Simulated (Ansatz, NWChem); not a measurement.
PF3 (phosphorus trifluoride): the energy, rung by rung

PF3: 4 atoms, total charge 0, spin state singlet. SMILES: `FP(F)F`. The coordinates come from a PBE0-D4/def2-TZVP relaxation. The run starts from this shape.

Each level gives the adiabatic ionisation energy (to the doublet cation, no zero-point term) (eV). The values are calculated.

```csv
level,kind,program,value (eV),CPU time (all runs)
HF/6-31G* (spherical functions),Hartree–Fock,NWChem,10.47,1.9 min
HF/6-31G* (Cartesian functions),Hartree–Fock,Ansatz,10.44,7.7 s
B3LYP/6-31G* (Cartesian functions),global hybrid,Ansatz,11.24,22 s
MP2/6-31G* (Cartesian functions),perturbation theory,Ansatz,10.91,16 s
```

The values span 10.44 to 11.24 eV. CPU times are rough (shared hosts, several kinds of processor): they show what a rung costs within a factor of a few.

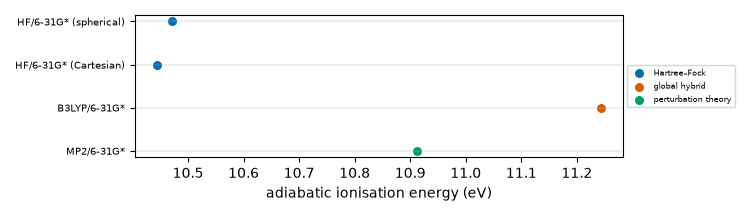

The values of the table, level by level.
